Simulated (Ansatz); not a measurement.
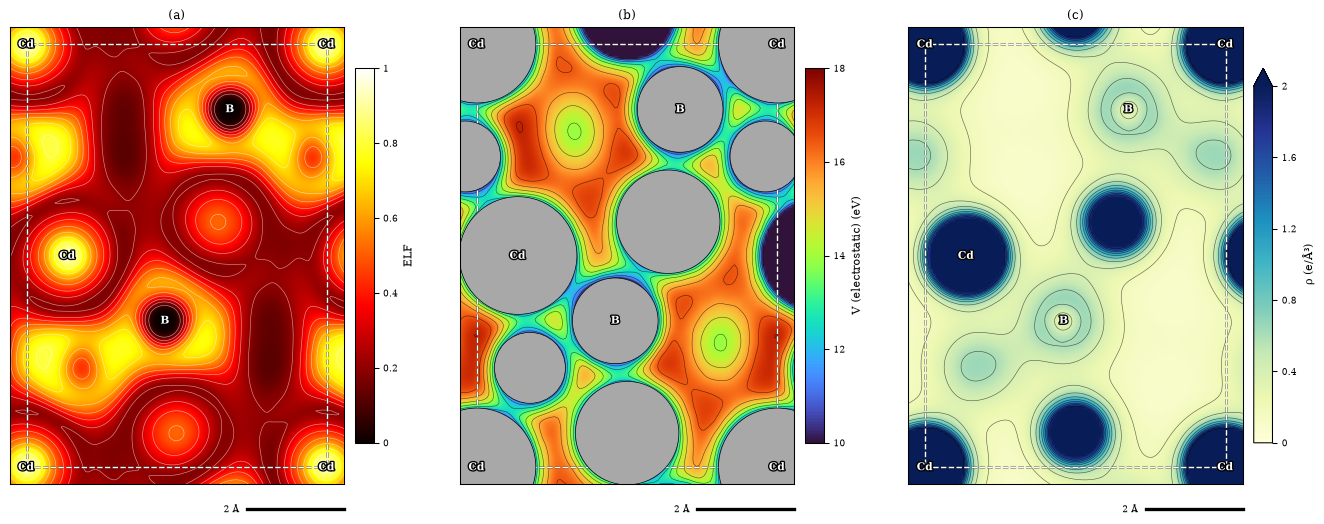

Figure 1: LuCdB₂. (a) electron localisation function; (b) electrostatic potential (local pseudopotential plus Hartree) felt by an electron; (c) valence electron density on the (011) plane of the conventional cell. Grey discs cover the atomic cores in the potential map.

Space group Pnma; built by placing these elements on a known structure type; not relaxed (largest force 1.0 eV/Å); computed pressure about −11 GPa in this cell.

The calculation used DFT, PAW plane waves, LDA in Ansatz.

Core electrons are frozen (PAW), and the valence fields are smoothed inside the atomic spheres.

What does the map show?

Answer. The plane passes through Cd and B nuclei. Atoms just off the plane (Cd, 0.6 Å away and B, 0.5 Å away) can leave unmarked features too. Cd–B (2.41 Å): ρ is about 0.38 e/Å³ halfway; the ELF peaks at about 0.55 in the valence shell of B, 0.8 Å from its nucleus, and drops to about 0.20 between the two atoms: no localised pair shows between them. Between the atoms the lowest density in this plane is 0.09 e/Å³. The features right at Cd lie inside the PAW spheres, where the map follows smoothed inner orbitals and isn't to be read closely. Outside the cores the potential energy rises away from the atoms and is highest about 1.4 Å from the nearest atoms; its zero is arbitrary.
